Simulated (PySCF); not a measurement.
C2H2BrF, SMILES `C=C(F)Br`.

PySCF calculation, B3LYP/def2-TZVP, gas phase; geometry: GFN2-xTB. No frequency check shows the geometry to be a minimum. GFN2-xTB bond lengths at metals and heavier atoms can be off by up to 0.1 Å and shapes distorted, which carries into these values.

Coordinates in Å:

```
C1       1.7141   -1.0937    0.0000
C2       0.9502   -0.0220    0.0000
F3       1.4334    1.2174    0.0000
Br4     -0.9417   -0.0339    0.0000
H5       2.7855   -0.9980    0.0000
H6       1.2859   -2.0773    0.0000
```

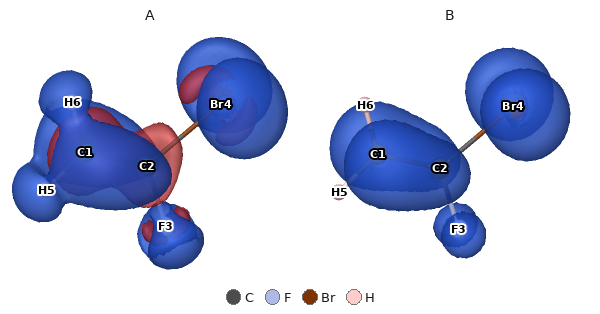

The Fukui function f⁻ from two separate SCF calculations and the density of the HOMO, at ±0.02 e/Å³ (blue positive, red negative).

### Which panel is which, and how good is the frozen-orbital picture?

A is f⁻ (it has negative regions), B the HOMO density. The HOMO lies on Br4 (35 %), C1 (33 %) and C2 (20 %); f⁻ (Hirshfeld-condensed) is largest on Br4 (0.40) and C1 (0.23); the vertical ionisation energy is 9.87 eV (the stability of the cation's solution wasn't checked). Relaxation shifts 18 % of the electron between atoms. The orbital energy is −7.40 eV.

Run time: 73 s on 1 thread of Arm Neoverse V2, with other jobs on the host, peak memory 0.68 GiB.
